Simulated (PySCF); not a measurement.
**C₄H₇NOSi (SMILES C#C/C=N/[SiH2]OC): density, localisation and related maps**

The calculation's input:

```
{"job": {"kind": "uv", "xc": "CAM-B3LYP", "basis": "def2-SVPD", "nstates": 8, "ntriplets": 3}, "charge": 0, "multiplicity": 1}
C      3.741873     0.701814     0.119149
C      2.775469    -0.012828     0.130868
C      1.634930    -0.852882     0.132895
N      0.484709    -0.400442     0.353673
Si    -1.099609    -1.068167     0.443578
O     -2.068513    -0.220277    -0.540250
C     -2.246630     1.161112    -0.605720
H      4.589915     1.321348     0.109064
H      1.855387    -1.910108    -0.074946
H     -1.408954    -0.907389     1.866144
H     -1.354724    -2.395759    -0.098174
H     -1.286600     1.680266    -0.637227
H     -2.809156     1.386403    -1.513486
H     -2.808776     1.516439     0.262396
```

Command:

```sh
OMP_NUM_THREADS=1 python probes_run.py task.json out
```

Geometry: GFN2-xTB.

Computed with CAM-B3LYP/def2-SVPD, SCF density, gas phase in PySCF 2.14.0.

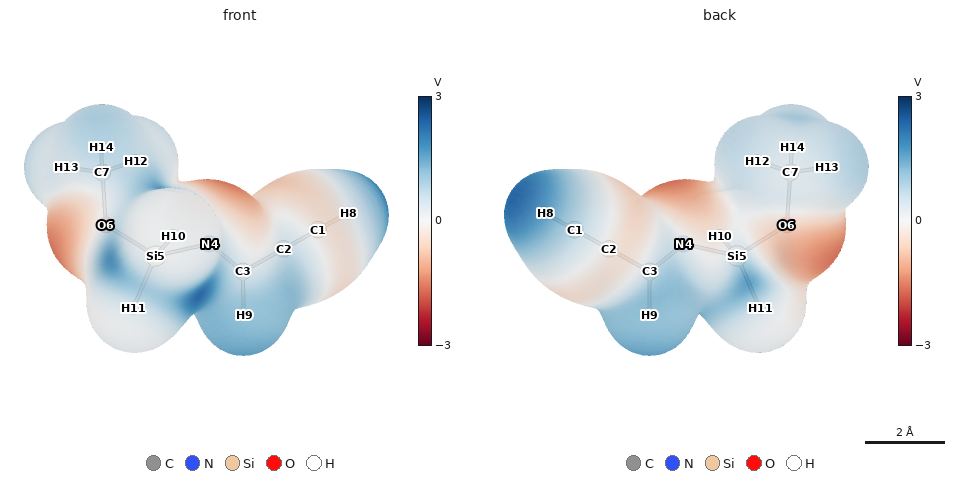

Figure 1. The molecular electrostatic potential painted on the density surface at 0.004 e/bohr³, seen from the front and from behind; the colour scale runs from red (negative) to blue (positive).

### Which sites attract a positive test charge, and which a negative one?

A positive charge is drawn to the negative regions and a negative charge to the positive ones. The most negative region (about −1.6 V) lies over N4 and O6, the most positive (about +2.4 V) over Si5 and H8.

### How polar is the molecule by this calculation?

Its dipole moment is 1.61 D.

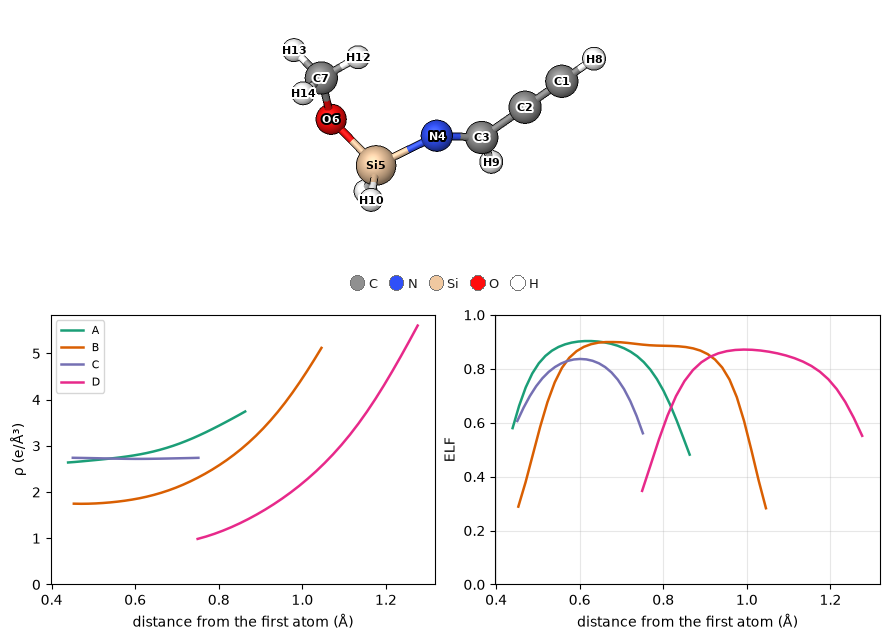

Figure 2. Electron density and ELF along straight lines between neighbouring atoms. The curves leave out the atomic cores. The structure is drawn too.

### Which curve belongs to which contact (C–C, C–N, C–O and Si–O)? The first atom named is at distance zero.

Curve A: C–N (1.26 Å): ρ is about 2.8 e/Å³ halfway; the ELF peaks at about 0.90 between the atoms; a short, multiple covalent bond. Curve B: C–O (1.39 Å): the density is about 2.1 e/Å³ at the midpoint, with its minimum of 1.7 e/Å³ about 0.5 Å from C; the ELF peaks at about 0.90 between the atoms; a shared but strongly polarised pair. Curve C: C–C (1.20 Å): the density is about 2.7 e/Å³ at the midpoint; the ELF peaks at about 0.85 between the atoms (a multiple bond). Curve D: Si–O (1.62 Å): ρ at the midpoint is about 1.2 e/Å³; the ELF peaks at about 0.85 between the atoms, as expected for a polar covalent bond.
